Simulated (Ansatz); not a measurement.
## Run report: C$_{2}$H$_{6}$Ge, single-point calculation

The run: single-point calculation of C$_{2}$H$_{6}$Ge, SMILES C#C.[GeH4]. Method and program: RKS PBE0-D4/def2-TZVPPD (Ansatz 0.2.0).

The geometry is a complex of two molecules. The geometry comes from this level: PBE0-D4/def2-TZVP.

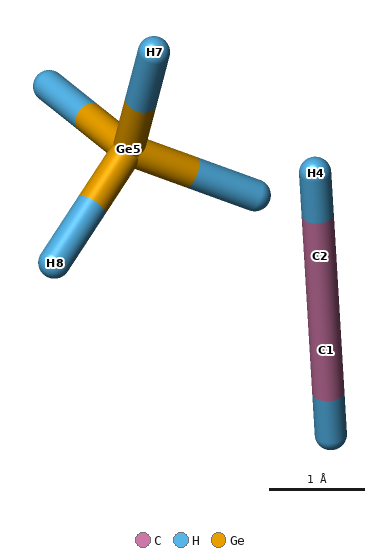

The input geometry (stick view, seen at a tilt; atoms are numbered from 1 in the order of the input). Sticks mark near contacts.

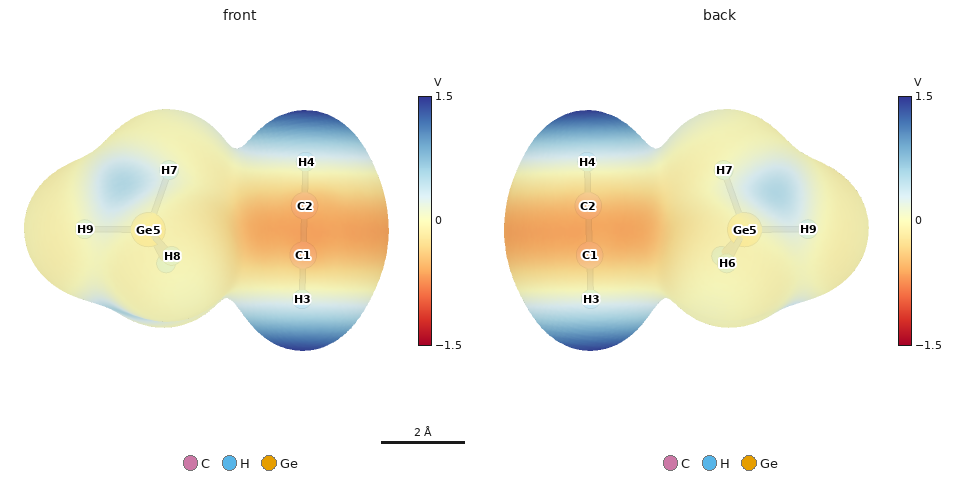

The electrostatic potential painted on the density surface at 0.001 e/bohr³, seen face on and from behind; red is negative and blue positive.

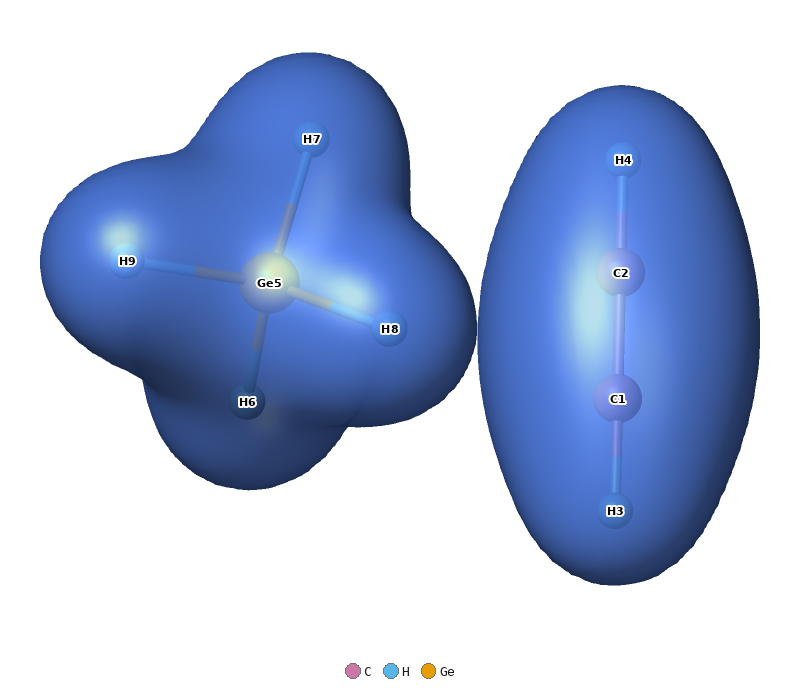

Isosurface of the electron density at 0.1 e/Å³ (blue), seen at a tilt. At this value the surface falls into two separate pieces. It is pinched off along the C···Ge (3.81 Å) contacts. On the grid the lowest density along these lines, outside the cores, is 0.03 e/Å³ (C···Ge, 3.81 Å), 2.8 e/Å³ (C–C, 1.20 Å), 2 e/Å³ (C–H, 1.06 Å) and 0.9 e/Å³ (Ge–H, 1.53 Å).

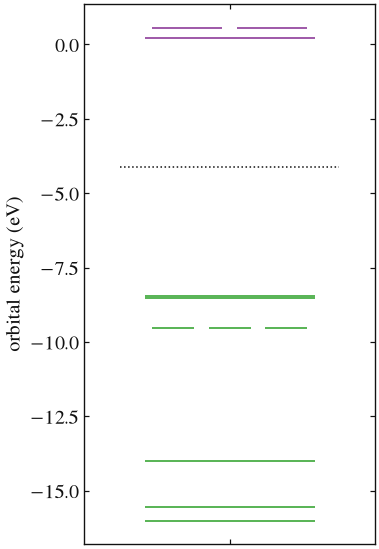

Orbital energies near the frontier; the dotted line parts filled from empty levels, and levels within 0.02 eV of each other stand side by side. Highest filled −8.46 eV, lowest empty 0.22 eV, 8.68 eV apart.

The input and output of the run follow.

**Input file**
```yaml
crystal:
  periodic: [false, false, false]
  atoms:
    - {symbol: C, position_ang: [0.086652, -0.900370, -1.971382]}
    - {symbol: C, position_ang: [0.070124, 0.279131, -2.175403]}
    - {symbol: H, position_ang: [0.100936, -1.949613, -1.790596]}
    - {symbol: H, position_ang: [0.055576, 1.328594, -2.354765]}
    - {symbol: Ge, position_ang: [-0.062243, 0.246842, 1.653515]}
    - {symbol: H, position_ang: [-1.233307, -0.649860, 1.233589]}
    - {symbol: H, position_ang: [-0.162222, 1.598305, 0.934522]}
    - {symbol: H, position_ang: [1.266482, -0.431316, 1.298536]}
    - {symbol: H, position_ang: [-0.122200, 0.478389, 3.171883]}
basis:
  gaussian: {orbitals: "def2-TZVPPD.json"}
hamiltonian: {xc: pbe0, dispersion: d4}
output: {orbitals: {seedname: orbitals}}
```

Launched with:
```bash
ansatz run in.yaml --threads 4 --pin off --events-out ev --progress --plain --max-ram 9574MiB
```

**Output**
```
Functional definition: PBE0
  name "PBE0"
  cite "Adamo & Barone, J. Chem. Phys. 110, 6158 (1999) doi:10.1063/1.478522"
  cite "Perdew, Burke & Ernzerhof, Phys. Rev. Lett. 77, 3865 (1996) doi:10.1103/PhysRevLett.77.3865"
  parent pbe
  parameter a = 0.25
  parameter kappa = 0.804
  parameter beta = 0.06672455060314922
  exchange = (1 - a)*pbe_x(kappa = kappa, mu = beta*pi^2/3) + a*exact_x
  correlation = pbe_c(beta = beta)
1128 factors; their error is unknown
mean field evaluation 1: about -58673.6305 eV, gradient 4.4e1 eV
mean field evaluation 2: about -58673.7016 eV, gradient 4.2e1 eV
mean field evaluation 4: about -58677.7874 eV, gradient 1.0e0 eV
mean field evaluation 8: about -58678.0178 eV, gradient 4.2e-1 eV
mean field evaluation 16: about -58678.0180 eV, gradient 1.7e-5 eV
mean field -58678.01803743 eV, -2156.3773894866 hartree, gradient 1.7e-5 eV, S^2 0.000000; 0 other end points of the search recorded, 0 dependent functions left out
reference -58678.01807034 eV, -2156.3773906959 hartree; 25, 25 occupied and 205, 205 virtual orbitals, 1128 factors
Total energy: -58678.11895918 eV, -2156.3810982923 hartree
```

**Key numbers**

| quantity | value |
| --- | --- |
| outcome | converged |
| total energy | −58678.1190 eV |
| mean-field energy | −58678.0181 eV |
| dispersion energy | −0.1009 eV |
| SCF solution under orbital rotations | stable |
| HOMO | −8.46 eV |
| LUMO | 0.22 eV |
| hardware | 4 threads of Arm Neoverse V2, 23 GiB of memory available, shared host |
| wall time | 1.9 s (CPU time 6.8 s) |
| peak memory | 0.43 GiB |
